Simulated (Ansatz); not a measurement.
ZrSiNH₈O₃F: molecular dynamics (part 1 of 4)

ZrSiNH₈O₃F, computed with RHF/def2-SVP (Ansatz 0.2.0).

It belongs to a series of runs on one base structure; here: dynamics from the highest image of the converged band. Figures and captions count atoms from 1; the log counts them from 0 in places.

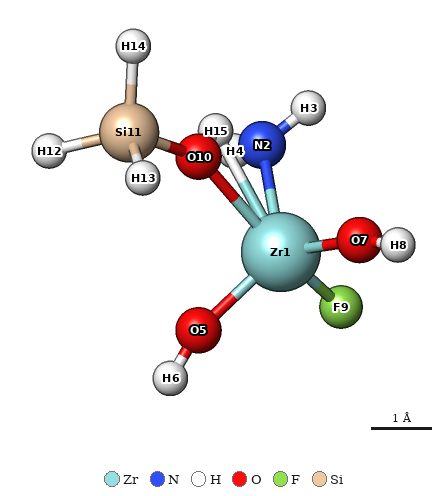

Fig. 1: The starting structure (ball-and-stick view, seen at a tilt; atoms are numbered from 1 in the order of the input). Sticks mark near contacts.

Key numbers:

| quantity | value |
| --- | --- |
| outcome | finished |
| mean temperature over the second half | 623 K |
| trajectory | 200 steps, 100 fs |
| ensemble | nve |
| temperature in the input | 300.0 K |
| time step | 0.5 fs |
| potential energy (last step) | −19551.6576 eV |
| mean-field energy (last step) | −19551.6576 eV |
| largest force (length of the vector) (last step) | 4.799 eV/Å |
| hardware | 4 threads of AMD EPYC (Zen 3), 32 GiB of memory available, shared host |
| wall time | 9.5 min (CPU time 35 min) |
| peak memory | 0.49 GiB |

So short a trajectory is not equilibrated.

Input file:
```yaml
crystal:
  periodic: [false, false, false]
  atoms:
    - { symbol: Zr, position_ang: [0.070799, 0.064618, 0.183554] }
    - { symbol: "N", position_ang: [-0.259402, -0.270657, 2.370679] }
    - { symbol: H, position_ang: [-1.123006, 0.047745, 2.782679] }
    - { symbol: H, position_ang: [-0.078358, -1.181366, 2.7635] }
    - { symbol: O, position_ang: [1.634591, -0.609652, -0.731921] }
    - { symbol: H, position_ang: [2.197726, -1.058824, -1.335296] }
    - { symbol: O, position_ang: [-0.777478, 1.632598, -0.540722] }
    - { symbol: H, position_ang: [-1.166437, 2.316332, -1.054238] }
    - { symbol: F, position_ang: [-1.183505, -1.318786, -0.324649] }
    - { symbol: O, position_ang: [1.42883, 1.229221, 1.60088] }
    - { symbol: Si, position_ang: [2.816327, 2.109444, 1.805445] }
    - { symbol: H, position_ang: [3.963008, 1.217907, 2.090157] }
    - { symbol: H, position_ang: [3.081315, 2.87016, 0.567085] }
    - { symbol: H, position_ang: [2.651588, 3.046449, 2.939582] }
    - { symbol: H, position_ang: [0.804298, 0.658514, 2.305369] }
basis:
  gaussian: { orbitals: def2-SVP }
hamiltonian:
  xc: hf
md:
  timestep: 0.5
  n_steps: 200
  ensemble: nve
  temperature: 300.0
  initial_velocities: maxwell_boltzmann
  seed: 7544
```

Launch command:
```bash
ansatz run input.yaml --threads 4 --pin off --max-ram 5120MiB --backend cpu --events-out ev --progress --plain --runs-dir out
```

The program's output:
```
Engine: ansatz 0.2.0, x86_64-unknown-linux-gnu
Functional definition: HF
  exchange = exact_x
  correlation = 0
1676 factors; integrals over basis functions are off by at most 4.3e-4 eV
mean field evaluation 1: about -19542.1144 eV, gradient 7.0e1 eV
mean field evaluation 2: about -19542.2321 eV, gradient 7.0e1 eV
mean field evaluation 4: about -19551.3010 eV, gradient 3.8e0 eV
mean field evaluation 8: about -19551.3820 eV, gradient 5.6e-1 eV
mean field -19551.38272790 eV, -718.5000628471 hartree, gradient 8.6e-5 eV, S^2 0.000000; 0 other end points of the search recorded, 0 dependent functions left out
the calculation of the forces begins
reference -19551.38272790 eV, -718.5000628471 hartree; 37, 37 occupied and 122, 122 virtual orbitals, 1676 factors
md step     0: t =     0.00 fs  T =   300.0 K  F+E_penalty+E_count = -19551.38272790 eV  E_kin = 0.504114 eV  conserved = -19550.87861390 eV  (38 SCF iters)
these checks for a lower state are left out or cut short: starts, cluster_reference, orbital_swaps, neighbouring_geometries, increment
1676 factors; integrals over basis functions are off by at most 4.4e-4 eV
mean field evaluation 16: about -19551.3745 eV, gradient 1.2e0 eV
mean field -19551.37715854 eV, -718.4998581768 hartree, gradient 1.1e-5 eV, S^2 0.000000; 0 other end points of the search recorded, 0 dependent functions left out
the calculation of the forces begins
reference -19551.37715854 eV, -718.4998581768 hartree; 37, 37 occupied and 122, 122 virtual orbitals, 1676 factors
md step     1: t =     0.50 fs  T =   296.8 K  F+E_penalty+E_count = -19551.37715854 eV  E_kin = 0.498666 eV  conserved = -19550.87849231 eV  (38 SCF iters)
[... from here on the SCF iterations and repeated set-up lines of each step are left out, up to the last step ...]
md step     2: t =     1.00 fs  T =   288.2 K  F+E_penalty+E_count = -19551.36246012 eV  E_kin = 0.484293 eV  conserved = -19550.87816712 eV  (38 SCF iters)
md step     3: t =     1.50 fs  T =   277.2 K  F+E_penalty+E_count = -19551.34364680 eV  E_kin = 0.465843 eV  conserved = -19550.87780363 eV  (39 SCF iters)
md step     4: t =     2.00 fs  T =   267.0 K  F+E_penalty+E_count = -19551.32628934 eV  E_kin = 0.448686 eV  conserved = -19550.87760346 eV  (39 SCF iters)
md step     5: t =     2.50 fs  T =   259.4 K  F+E_penalty+E_count = -19551.31347840 eV  E_kin = 0.435812 eV  conserved = -19550.87766689 eV  (38 SCF iters)
md step     6: t =     3.00 fs  T =   253.8 K  F+E_penalty+E_count = -19551.30432551 eV  E_kin = 0.426405 eV  conserved = -19550.87792001 eV  (38 SCF iters)
md step     7: t =     3.50 fs  T =   248.1 K  F+E_penalty+E_count = -19551.29504981 eV  E_kin = 0.416873 eV  conserved = -19550.87817699 eV  (38 SCF iters)
md step     8: t =     4.00 fs  T =   240.1 K  F+E_penalty+E_count = -19551.28174837 eV  E_kin = 0.403471 eV  conserved = -19550.87827778 eV  (38 SCF iters)
md step     9: t =     4.50 fs  T =   228.9 K  F+E_penalty+E_count = -19551.26285010 eV  E_kin = 0.384673 eV  conserved = -19550.87817727 eV  (38 SCF iters)
md step    10: t =     5.00 fs  T =   215.4 K  F+E_penalty+E_count = -19551.23986380 eV  E_kin = 0.361922 eV  conserved = -19550.87794222 eV  (38 SCF iters)
md step    11: t =     5.50 fs  T =   201.6 K  F+E_penalty+E_count = -19551.21640466 eV  E_kin = 0.338716 eV  conserved = -19550.87768862 eV  (38 SCF iters)
md step    12: t =     6.00 fs  T =   189.8 K  F+E_penalty+E_count = -19551.19640855 eV  E_kin = 0.318889 eV  conserved = -19550.87751935 eV  (38 SCF iters)
md step    13: t =     6.50 fs  T =   181.5 K  F+E_penalty+E_count = -19551.18252343 eV  E_kin = 0.305039 eV  conserved = -19550.87748394 eV  (38 SCF iters)
md step    14: t =     7.00 fs  T =   177.2 K  F+E_penalty+E_count = -19551.17530224 eV  E_kin = 0.297731 eV  conserved = -19550.87757159 eV  (38 SCF iters)
md step    15: t =     7.50 fs  T =   175.9 K  F+E_penalty+E_count = -19551.17336054 eV  E_kin = 0.295639 eV  conserved = -19550.87772203 eV  (38 SCF iters)
md step    16: t =     8.00 fs  T =   176.4 K  F+E_penalty+E_count = -19551.17433174 eV  E_kin = 0.296482 eV  conserved = -19550.87784946 eV  (38 SCF iters)
md step    17: t =     8.50 fs  T =   177.6 K  F+E_penalty+E_count = -19551.17622942 eV  E_kin = 0.298356 eV  conserved = -19550.87787315 eV  (39 SCF iters)
md step    18: t =     9.00 fs  T =   179.1 K  F+E_penalty+E_count = -19551.17873005 eV  E_kin = 0.300986 eV  conserved = -19550.87774430 eV  (39 SCF iters)
md step    19: t =     9.50 fs  T =   182.4 K  F+E_penalty+E_count = -19551.18394166 eV  E_kin = 0.306477 eV  conserved = -19550.87746433 eV  (63 SCF iters)
md step    20: t =    10.00 fs  T =   190.0 K  F+E_penalty+E_count = -19551.19636474 eV  E_kin = 0.319268 eV  conserved = -19550.87709684 eV  (38 SCF iters)
md step    21: t =    10.50 fs  T =   205.4 K  F+E_penalty+E_count = -19551.22188952 eV  E_kin = 0.345122 eV  conserved = -19550.87676792 eV  (39 SCF iters)
md step    22: t =    11.00 fs  T =   231.6 K  F+E_penalty+E_count = -19551.26586919 eV  E_kin = 0.389222 eV  conserved = -19550.87664717 eV  (38 SCF iters)
md step    23: t =    11.50 fs  T =   270.0 K  F+E_penalty+E_count = -19551.33063442 eV  E_kin = 0.453727 eV  conserved = -19550.87690768 eV  (38 SCF iters)
md step    24: t =    12.00 fs  T =   318.6 K  F+E_penalty+E_count = -19551.41305624 eV  E_kin = 0.535350 eV  conserved = -19550.87770576 eV  (38 SCF iters)
md step    25: t =    12.50 fs  T =   371.0 K  F+E_penalty+E_count = -19551.50253480 eV  E_kin = 0.623375 eV  conserved = -19550.87915997 eV  (37 SCF iters)
md step    26: t =    13.00 fs  T =   415.8 K  F+E_penalty+E_count = -19551.57986637 eV  E_kin = 0.698673 eV  conserved = -19550.88119357 eV  (38 SCF iters)
md step    27: t =    13.50 fs  T =   438.2 K  F+E_penalty+E_count = -19551.61944997 eV  E_kin = 0.736348 eV  conserved = -19550.88310196 eV  (37 SCF iters)
md step    28: t =    14.00 fs  T =   427.0 K  F+E_penalty+E_count = -19551.60072243 eV  E_kin = 0.717506 eV  conserved = -19550.88321622 eV  (38 SCF iters)
md step    29: t =    14.50 fs  T =   387.9 K  F+E_penalty+E_count = -19551.53181511 eV  E_kin = 0.651818 eV  conserved = -19550.87999706 eV  (38 SCF iters)
md step    30: t =    15.00 fs  T =   352.4 K  F+E_penalty+E_count = -19551.46734970 eV  E_kin = 0.592228 eV  conserved = -19550.87512140 eV  (38 SCF iters)
md step    31: t =    15.50 fs  T =   360.6 K  F+E_penalty+E_count = -19551.47973551 eV  E_kin = 0.605910 eV  conserved = -19550.87382508 eV  (38 SCF iters)
md step    32: t =    16.00 fs  T =   421.8 K  F+E_penalty+E_count = -19551.58690073 eV  E_kin = 0.708774 eV  conserved = -19550.87812684 eV  (39 SCF iters)
md step    33: t =    16.50 fs  T =   501.6 K  F+E_penalty+E_count = -19551.72628544 eV  E_kin = 0.842799 eV  conserved = -19550.88348607 eV  (38 SCF iters)
md step    34: t =    17.00 fs  T =   553.8 K  F+E_penalty+E_count = -19551.81621405 eV  E_kin = 0.930677 eV  conserved = -19550.88553692 eV  (38 SCF iters)
md step    35: t =    17.50 fs  T =   556.5 K  F+E_penalty+E_count = -19551.81947724 eV  E_kin = 0.935201 eV  conserved = -19550.88427641 eV  (38 SCF iters)
md step    36: t =    18.00 fs  T =   516.0 K  F+E_penalty+E_count = -19551.74869133 eV  E_kin = 0.867027 eV  conserved = -19550.88166427 eV  (38 SCF iters)
md step    37: t =    18.50 fs  T =   452.8 K  F+E_penalty+E_count = -19551.64001516 eV  E_kin = 0.760866 eV  conserved = -19550.87914954 eV  (38 SCF iters)
md step    38: t =    19.00 fs  T =   388.9 K  F+E_penalty+E_count = -19551.53086453 eV  E_kin = 0.653568 eV  conserved = -19550.87729619 eV  (39 SCF iters)
md step    39: t =    19.50 fs  T =   341.4 K  F+E_penalty+E_count = -19551.44992953 eV  E_kin = 0.573735 eV  conserved = -19550.87619416 eV  (39 SCF iters)
md step    40: t =    20.00 fs  T =   320.7 K  F+E_penalty+E_count = -19551.41472292 eV  E_kin = 0.538940 eV  conserved = -19550.87578293 eV  (39 SCF iters)
md step    41: t =    20.50 fs  T =   330.8 K  F+E_penalty+E_count = -19551.43192214 eV  E_kin = 0.555924 eV  conserved = -19550.87599862 eV  (39 SCF iters)
md step    42: t =    21.00 fs  T =   369.7 K  F+E_penalty+E_count = -19551.49810737 eV  E_kin = 0.621257 eV  conserved = -19550.87685039 eV  (38 SCF iters)
md step    43: t =    21.50 fs  T =   429.2 K  F+E_penalty+E_count = -19551.59969185 eV  E_kin = 0.721245 eV  conserved = -19550.87844703 eV  (40 SCF iters)
md step    44: t =    22.00 fs  T =   494.5 K  F+E_penalty+E_count = -19551.71177823 eV  E_kin = 0.830879 eV  conserved = -19550.88089945 eV  (38 SCF iters)
md step    45: t =    22.50 fs  T =   543.8 K  F+E_penalty+E_count = -19551.79774553 eV  E_kin = 0.913799 eV  conserved = -19550.88394615 eV  (38 SCF iters)
md step    46: t =    23.00 fs  T =   552.9 K  F+E_penalty+E_count = -19551.81534163 eV  E_kin = 0.929067 eV  conserved = -19550.88627497 eV  (39 SCF iters)
md step    47: t =    23.50 fs  T =   507.8 K  F+E_penalty+E_count = -19551.73852552 eV  E_kin = 0.853288 eV  conserved = -19550.88523712 eV  (39 SCF iters)
md step    48: t =    24.00 fs  T =   426.2 K  F+E_penalty+E_count = -19551.59541285 eV  E_kin = 0.716260 eV  conserved = -19550.87915280 eV  (38 SCF iters)
md step    49: t =    24.50 fs  T =   364.5 K  F+E_penalty+E_count = -19551.48480799 eV  E_kin = 0.612578 eV  conserved = -19550.87223035 eV  (40 SCF iters)
md step    50: t =    25.00 fs  T =   378.8 K  F+E_penalty+E_count = -19551.50906587 eV  E_kin = 0.636581 eV  conserved = -19550.87248457 eV  (40 SCF iters)
md step    51: t =    25.50 fs  T =   466.9 K  F+E_penalty+E_count = -19551.66427357 eV  E_kin = 0.784517 eV  conserved = -19550.87975640 eV  (40 SCF iters)
md step    52: t =    26.00 fs  T =   569.3 K  F+E_penalty+E_count = -19551.84260872 eV  E_kin = 0.956702 eV  conserved = -19550.88590659 eV  (63 SCF iters)
md step    53: t =    26.50 fs  T =   629.3 K  F+E_penalty+E_count = -19551.94427518 eV  E_kin = 1.057472 eV  conserved = -19550.88680315 eV  (39 SCF iters)
md step    54: t =    27.00 fs  T =   630.5 K  F+E_penalty+E_count = -19551.94365767 eV  E_kin = 1.059459 eV  conserved = -19550.88419898 eV  (39 SCF iters)
md step    55: t =    27.50 fs  T =   589.5 K  F+E_penalty+E_count = -19551.87145090 eV  E_kin = 0.990623 eV  conserved = -19550.88082815 eV  (39 SCF iters)
md step    56: t =    28.00 fs  T =   533.8 K  F+E_penalty+E_count = -19551.77520671 eV  E_kin = 0.897063 eV  conserved = -19550.87814353 eV  (38 SCF iters)
md step    57: t =    28.50 fs  T =   487.2 K  F+E_penalty+E_count = -19551.69530069 eV  E_kin = 0.818762 eV  conserved = -19550.87653843 eV  (40 SCF iters)
md step    58: t =    29.00 fs  T =   464.7 K  F+E_penalty+E_count = -19551.65687665 eV  E_kin = 0.780955 eV  conserved = -19550.87592120 eV  (40 SCF iters)
md step    59: t =    29.50 fs  T =   472.5 K  F+E_penalty+E_count = -19551.67002102 eV  E_kin = 0.793964 eV  conserved = -19550.87605694 eV  (40 SCF iters)
md step    60: t =    30.00 fs  T =   509.4 K  F+E_penalty+E_count = -19551.73279068 eV  E_kin = 0.856029 eV  conserved = -19550.87676134 eV  (40 SCF iters)
md step    61: t =    30.50 fs  T =   568.9 K  F+E_penalty+E_count = -19551.83393413 eV  E_kin = 0.955922 eV  conserved = -19550.87801243 eV  (40 SCF iters)
md step    62: t =    31.00 fs  T =   638.9 K  F+E_penalty+E_count = -19551.95358126 eV  E_kin = 1.073645 eV  conserved = -19550.87993611 eV  (40 SCF iters)
md step    63: t =    31.50 fs  T =   702.0 K  F+E_penalty+E_count = -19552.06224669 eV  E_kin = 1.179678 eV  conserved = -19550.88256860 eV  (39 SCF iters)
md step    64: t =    32.00 fs  T =   736.0 K  F+E_penalty+E_count = -19552.12201505 eV  E_kin = 1.236746 eV  conserved = -19550.88526855 eV  (39 SCF iters)
md step    65: t =    32.50 fs  T =   721.5 K  F+E_penalty+E_count = -19552.09847521 eV  E_kin = 1.212436 eV  conserved = -19550.88603914 eV  (39 SCF iters)
md step    66: t =    33.00 fs  T =   659.9 K  F+E_penalty+E_count = -19551.99116123 eV  E_kin = 1.108838 eV  conserved = -19550.88232297 eV  (39 SCF iters)
md step    67: t =    33.50 fs  T =   589.6 K  F+E_penalty+E_count = -19551.86599344 eV  E_kin = 0.990745 eV  conserved = -19550.87524803 eV  (40 SCF iters)
md step    68: t =    34.00 fs  T =   570.1 K  F+E_penalty+E_count = -19551.83020511 eV  E_kin = 0.958067 eV  conserved = -19550.87213807 eV  (39 SCF iters)
md step    69: t =    34.50 fs  T =   625.4 K  F+E_penalty+E_count = -19551.92819158 eV  E_kin = 1.050885 eV  conserved = -19550.87730706 eV  (39 SCF iters)
md step    70: t =    35.00 fs  T =   714.2 K  F+E_penalty+E_count = -19552.08474908 eV  E_kin = 1.200195 eV  conserved = -19550.88455414 eV  (39 SCF iters)
md step    71: t =    35.50 fs  T =   774.5 K  F+E_penalty+E_count = -19552.18856539 eV  E_kin = 1.301511 eV  conserved = -19550.88705475 eV  (39 SCF iters)
md step    72: t =    36.00 fs  T =   777.7 K  F+E_penalty+E_count = -19552.19166666 eV  E_kin = 1.306798 eV  conserved = -19550.88486892 eV  (39 SCF iters)
md step    73: t =    36.50 fs  T =   735.5 K  F+E_penalty+E_count = -19552.11721006 eV  E_kin = 1.236001 eV  conserved = -19550.88120885 eV  (39 SCF iters)
md step    74: t =    37.00 fs  T =   676.9 K  F+E_penalty+E_count = -19552.01576840 eV  E_kin = 1.137420 eV  conserved = -19550.87834858 eV  (40 SCF iters)
md step    75: t =    37.50 fs  T =   626.6 K  F+E_penalty+E_count = -19551.92988829 eV  E_kin = 1.052983 eV  conserved = -19550.87690514 eV  (40 SCF iters)
md step    76: t =    38.00 fs  T =   598.5 K  F+E_penalty+E_count = -19551.88230579 eV  E_kin = 1.005776 eV  conserved = -19550.87652978 eV  (40 SCF iters)
md step    77: t =    38.50 fs  T =   596.8 K  F+E_penalty+E_count = -19551.87949801 eV  E_kin = 1.002808 eV  conserved = -19550.87668989 eV  (40 SCF iters)
md step    78: t =    39.00 fs  T =   620.0 K  F+E_penalty+E_count = -19551.91903093 eV  E_kin = 1.041893 eV  conserved = -19550.87713819 eV  (40 SCF iters)
md step    79: t =    39.50 fs  T =   663.8 K  F+E_penalty+E_count = -19551.99335820 eV  E_kin = 1.115358 eV  conserved = -19550.87799997 eV  (40 SCF iters)
md step    80: t =    40.00 fs  T =   719.4 K  F+E_penalty+E_count = -19552.08842091 eV  E_kin = 1.208838 eV  conserved = -19550.87958271 eV  (39 SCF iters)
md step    81: t =    40.50 fs  T =   772.4 K  F+E_penalty+E_count = -19552.17994341 eV  E_kin = 1.297985 eV  conserved = -19550.88195843 eV  (38 SCF iters)
md step    82: t =    41.00 fs  T =   803.1 K  F+E_penalty+E_count = -19552.23390099 eV  E_kin = 1.349564 eV  conserved = -19550.88433732 eV  (39 SCF iters)
md step    83: t =    41.50 fs  T =   794.7 K  F+E_penalty+E_count = -19552.22013885 eV  E_kin = 1.335475 eV  conserved = -19550.88466396 eV  (39 SCF iters)
md step    84: t =    42.00 fs  T =   750.8 K  F+E_penalty+E_count = -19552.14261977 eV  E_kin = 1.261633 eV  conserved = -19550.88098677 eV  (38 SCF iters)
md step    85: t =    42.50 fs  T =   706.7 K  F+E_penalty+E_count = -19552.06284567 eV  E_kin = 1.187511 eV  conserved = -19550.87533492 eV  (63 SCF iters)
md step    86: t =    43.00 fs  T =   708.5 K  F+E_penalty+E_count = -19552.06467066 eV  E_kin = 1.190604 eV  conserved = -19550.87406642 eV  (40 SCF iters)
md step    87: t =    43.50 fs  T =   765.7 K  F+E_penalty+E_count = -19552.16587207 eV  E_kin = 1.286693 eV  conserved = -19550.87917916 eV  (40 SCF iters)
md step    88: t =    44.00 fs  T =   837.4 K  F+E_penalty+E_count = -19552.29202433 eV  E_kin = 1.407231 eV  conserved = -19550.88479306 eV  (39 SCF iters)
md step    89: t =    44.50 fs  T =   874.8 K  F+E_penalty+E_count = -19552.35615716 eV  E_kin = 1.470049 eV  conserved = -19550.88610859 eV  (38 SCF iters)
md step    90: t =    45.00 fs  T =   860.6 K  F+E_penalty+E_count = -19552.33004561 eV  E_kin = 1.446173 eV  conserved = -19550.88387223 eV  (39 SCF iters)
md step    91: t =    45.50 fs  T =   808.8 K  F+E_penalty+E_count = -19552.23992869 eV  E_kin = 1.359089 eV  conserved = -19550.88083928 eV  (39 SCF iters)
md step    92: t =    46.00 fs  T =   743.6 K  F+E_penalty+E_count = -19552.12824123 eV  E_kin = 1.249549 eV  conserved = -19550.87869247 eV  (38 SCF iters)
md step    93: t =    46.50 fs  T =   684.1 K  F+E_penalty+E_count = -19552.02719612 eV  E_kin = 1.149544 eV  conserved = -19550.87765203 eV  (40 SCF iters)
md step    94: t =    47.00 fs  T =   640.4 K  F+E_penalty+E_count = -19551.95341266 eV  E_kin = 1.076168 eV  conserved = -19550.87724481 eV  (38 SCF iters)
md step    95: t =    47.50 fs  T =   616.9 K  F+E_penalty+E_count = -19551.91368162 eV  E_kin = 1.036620 eV  conserved = -19550.87706160 eV  (39 SCF iters)
md step    96: t =    48.00 fs  T =   615.1 K  F+E_penalty+E_count = -19551.91068607 eV  E_kin = 1.033610 eV  conserved = -19550.87707571 eV  (39 SCF iters)
md step    97: t =    48.50 fs  T =   634.4 K  F+E_penalty+E_count = -19551.94353459 eV  E_kin = 1.065971 eV  conserved = -19550.87756378 eV  (39 SCF iters)
md step    98: t =    49.00 fs  T =   669.6 K  F+E_penalty+E_count = -19552.00396839 eV  E_kin = 1.125117 eV  conserved = -19550.87885141 eV  (39 SCF iters)
md step    99: t =    49.50 fs  T =   708.8 K  F+E_penalty+E_count = -19552.07209351 eV  E_kin = 1.191097 eV  conserved = -19550.88099663 eV  (38 SCF iters)
md step   100: t =    50.00 fs  T =   733.9 K  F+E_penalty+E_count = -19552.11663109 eV  E_kin = 1.233245 eV  conserved = -19550.88338586 eV  (37 SCF iters)
md step   101: t =    50.50 fs  T =   726.8 K  F+E_penalty+E_count = -19552.10566020 eV  E_kin = 1.221265 eV  conserved = -19550.88439565 eV  (39 SCF iters)
md step   102: t =    51.00 fs  T =   683.9 K  F+E_penalty+E_count = -19552.03129716 eV  E_kin = 1.149200 eV  conserved = -19550.88209676 eV  (38 SCF iters)
md step   103: t =    51.50 fs  T =   629.5 K  F+E_penalty+E_count = -19551.93491358 eV  E_kin = 1.057822 eV  conserved = -19550.87709115 eV  (39 SCF iters)
```
